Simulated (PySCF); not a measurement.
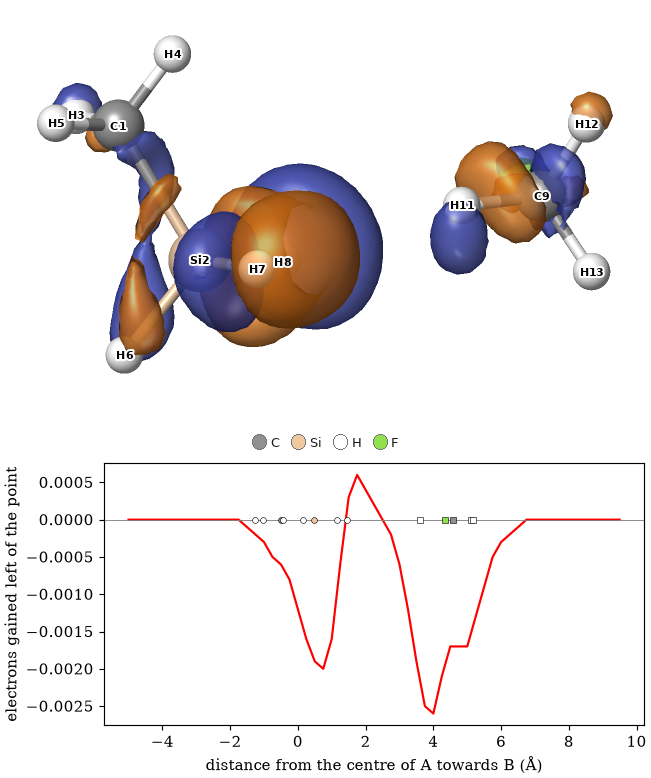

Figure 1: C2H9FSi, SMILES `C[SiH3].CF`. Density of the complex less the densities of the two fragments at the same geometry, ±0.0008 e/Å³ (orange: gain, blue: loss). Fragment A: SiH6C (atoms 1–8); fragment B: H3CF. Below: the charge-displacement curve along the line of centres (A on the left).

Level of theory: TPSS/def2-SVPD (PySCF), at a geometry from GFN2-xTB.

The calculation's input:

```python
import numpy as np
from pyscf import gto, scf, dft
from pyscf.scf import atom_ks, atom_hf
from scipy.linalg import block_diag
from pyscf.dispersion import dftd3

def solve(mol, dm0=None, hcore=None):
    mf = (dft.UKS if mol.spin else dft.RKS)(mol, xc='tpss')
    mf.grids.level = 3
    mf = mf.density_fit(auxbasis='def2-universal-jkfit')
    mf.conv_tol, mf.max_cycle = 1e-8, 80
    if hcore is not None:
        mf.get_hcore = lambda *args: hcore
    mf.kernel(dm0)
    if not mf.converged:
        mf = mf.newton().run(mf.mo_coeff, mf.mo_occ, max_cycle=30)
    assert mf.converged, 'SCF not converged'
    return mf

mol = gto.M(atom='''
C      2.40272    -0.98333     0.18488
Si     1.46855     0.63744    -0.11510
H      2.79386    -1.38752    -0.74468
H      1.75584    -1.73833     0.62333
H      3.24241    -0.83763     0.85911
H      2.37986     1.64317    -0.66403
H      0.94256     1.12879     1.16687
H      0.36019     0.41299    -1.04149
C     -2.61783     0.13018     0.58769
F     -2.53644    -0.42555    -0.65612
H     -1.60297     0.32213     0.93726
H     -3.13022    -0.57832     1.23964
H     -3.18261     1.05941     0.50496
''', basis='def2-svpd', charge=0, spin=0, verbose=4)
mol_a = gto.M(atom='''
C      2.40272    -0.98333     0.18488
Si     1.46855     0.63744    -0.11510
H      2.79386    -1.38752    -0.74468
H      1.75584    -1.73833     0.62333
H      3.24241    -0.83763     0.85911
H      2.37986     1.64317    -0.66403
H      0.94256     1.12879     1.16687
H      0.36019     0.41299    -1.04149
ghost-C     -2.61783     0.13018     0.58769
ghost-F     -2.53644    -0.42555    -0.65612
ghost-H     -1.60297     0.32213     0.93726
ghost-H     -3.13022    -0.57832     1.23964
ghost-H     -3.18261     1.05941     0.50496
''', basis='def2-svpd', charge=0, spin=0, verbose=4)
mol_b = gto.M(atom='''
ghost-C      2.40272    -0.98333     0.18488
ghost-Si     1.46855     0.63744    -0.11510
ghost-H      2.79386    -1.38752    -0.74468
ghost-H      1.75584    -1.73833     0.62333
ghost-H      3.24241    -0.83763     0.85911
ghost-H      2.37986     1.64317    -0.66403
ghost-H      0.94256     1.12879     1.16687
ghost-H      0.36019     0.41299    -1.04149
C     -2.61783     0.13018     0.58769
F     -2.53644    -0.42555    -0.65612
H     -1.60297     0.32213     0.93726
H     -3.13022    -0.57832     1.23964
H     -3.18261     1.05941     0.50496
''', basis='def2-svpd', charge=0, spin=0, verbose=4)
ab, a, b = solve(mol), solve(mol_a), solve(mol_b)
e_int = ab.e_tot - a.e_tot - b.e_tot
print('counterpoise-corrected interaction energy / kcal/mol', e_int * 627.5095)
def disp(atoms, charge):
    m = gto.M(atom=atoms, charge=charge, basis='sto-3g', spin=None, unit='Bohr', verbose=0)
    return dftd3.DFTD3Dispersion(m, xc='tpss', version='d3bj').get_dispersion()['energy']
e_disp = disp(mol._atom, mol.charge) - disp(mol._atom[:8], mol_a.charge) - disp(mol._atom[8:], mol_b.charge)
print('D3(BJ) part / kcal/mol', e_disp * 627.5095)
# spherically averaged free atoms, for the promolecule
atm = atom_ks.get_atm_nrks(mol, xc='tpss')
pro = block_diag(*[(atm[a[0]][2] * atm[a[0]][3]) @ atm[a[0]][2].T for a in mol._atom])
np.savez('result.npz', e_int=e_int, e_disp=e_disp, dm_a=a.make_rdm1(), dm_b=b.make_rdm1(), c=ab.mo_coeff, occ=ab.mo_occ, eps=ab.mo_energy, pro=pro, d=[f.dip_moment(verbose=0) for f in (ab, a, b)])
```

Command:

```sh
OMP_NUM_THREADS=1 python input.py
```

The run took 2.4 min on 1 thread of Arm Neoverse V1, with other jobs on the host, peak memory 0.64 GiB.

Partitions, critical points and surface values were worked out afterwards from this run's density.

### Which way does charge flow?

Hirshfeld charges show almost no net transfer (under 0.005 e). By Hirshfeld charges, electrons gather most on H7 (−0.004 e) and leave H8 most (+0.006 e); 0.02 e is displaced in all, which induces a dipole of 0.13 D.

### What is the interaction energy, and which contacts carry it?

The counterpoise-corrected interaction energy of the frozen fragments is +0.2 kcal/mol without dispersion correction and −0.7 kcal/mol with D3(BJ). The pair geometry is semi-empirical, not a minimum at this level. Contacts: H7···H11, H···H contact, 2.68 Å, ρ = 0.004 a.u.; H8···F10, 3.04 Å, ρ = 0.003 a.u. The pose is a local one from a semi-empirical search, not shown to be the most stable.
